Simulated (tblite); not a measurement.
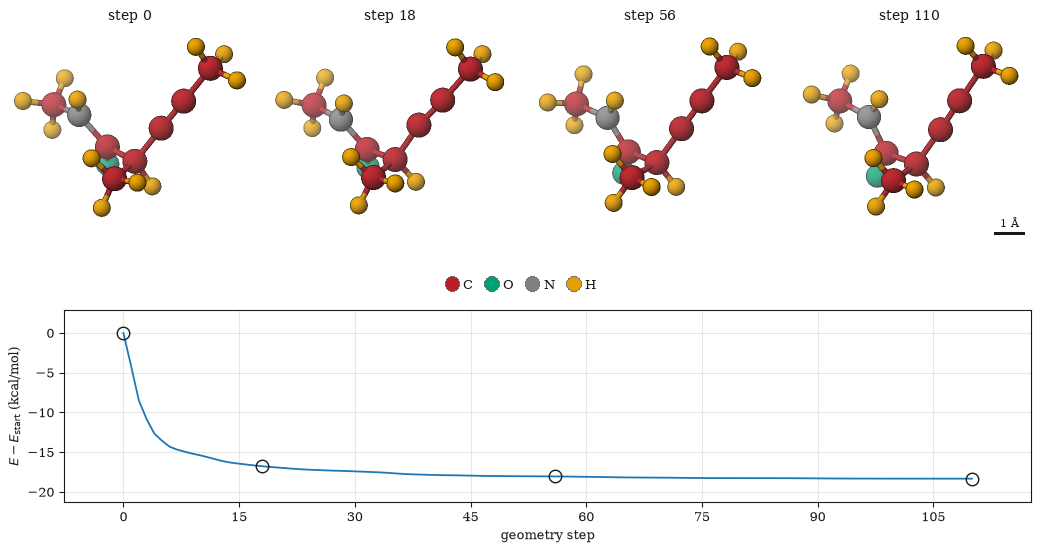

Frames of a relaxation of C7H11NO, marked on the history of the run. Style: ball-and-stick. Shown at a tilt.

These are results of GFN2-xTB geometry optimisation, gas phase in tblite 0.8.0, not measurements. 

Describe the path.

The largest move after the best rigid fit is that of an H atom, 0.77 Å. Largest moves by element: H 0.77 Å, O 0.55 Å, N 0.34 Å, C 0.28 Å. Near-neighbour distances that change, for instance: C–N 1.431 → 1.349 Å, C–C 1.459 → 1.534 Å, C–O 1.272 → 1.212 Å, C–H 1.138 → 1.090 Å. Bond angles that change, for instance: C–C–N 125.7° → 113.6°, O–C–N 115.7° → 123.8°, C–C–C 114.2° → 108.6°. Groups turn about C–C by about 20°. Over 110 geometry steps the energy falls by 18.3 kcal/mol. Cost: 0.6 s on 1 thread of Arm Neoverse V2, with other jobs on the host. From step 0 to 18: an H atom moves most (0.27 Å), energy −16.8 kcal/mol. From step 18 to 56: an H atom moves most (0.39 Å), energy −1.28 kcal/mol. From step 56 to 110: an H atom moves most (0.30 Å), energy −0.28 kcal/mol.

| step | E − E(0), kcal/mol |
| --- | --- |
| 0 | 0.00 |
| 1 | -4.18 |
| 2 | -8.48 |
| 3 | -10.82 |
| 4 | -12.64 |
| 5 | -13.56 |
| 6 | -14.31 |
| 7 | -14.69 |
| 8 | -14.94 |
| 9 | -15.19 |
| 10 | -15.40 |
| 15 | -16.44 |
| 21 | -17.01 |
| 26 | -17.28 |
| 31 | -17.45 |
| 36 | -17.71 |
| 42 | -17.89 |
| 47 | -17.99 |
| 52 | -18.02 |
| 57 | -18.06 |
| 63 | -18.14 |
| 68 | -18.19 |
| 73 | -18.23 |
| 78 | -18.26 |
| 84 | -18.27 |
| 89 | -18.29 |
| 94 | -18.31 |
| 99 | -18.32 |
| 105 | -18.33 |
| 110 | -18.33 |
